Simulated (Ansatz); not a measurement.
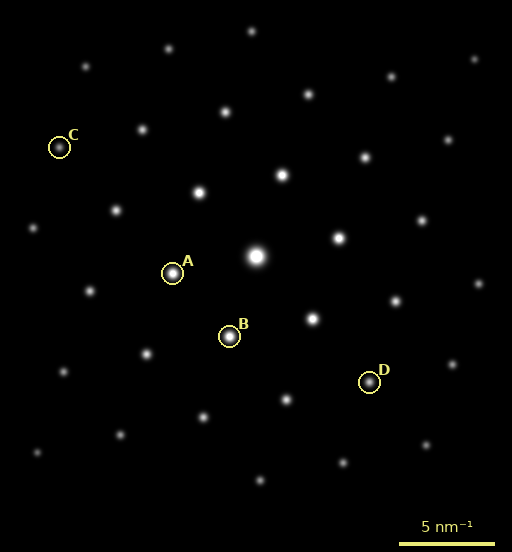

The pattern is a kinematic simulation for 200 kV electrons (no multiple scattering; isotropic B = 0.8 Å²). The zone axis points towards the electron source and the pattern is seen from the source side.

W, space group Im-3m (No. 229), a = 3.160 Å. Structure: the input geometry of an electronic-structure calculation (not necessarily at equilibrium).

```csv
atom,site,symmetry,x,y,z
W,2a,m-3m,0.0000,0.0000,0.0000
```

Spot A is indexed -1 0 1 and spot B 0 -1 1.

What are the indices of the remaining marked spots?

Answer. C = 3A − 2B = -3 2 1 (d = 0.845 Å). D = −2A + 2B = 2 -2 0 (d = 1.117 Å).

Find the zone axis.

Answer. The cross product of A and B is parallel to [111]; every spot obeys hu + kv + lw = 0.

What are the spacings of A and B and the angle between them?

Answer. d(A) = 2.234 Å, d(B) = 2.234 Å, and the angle is 60.0°.
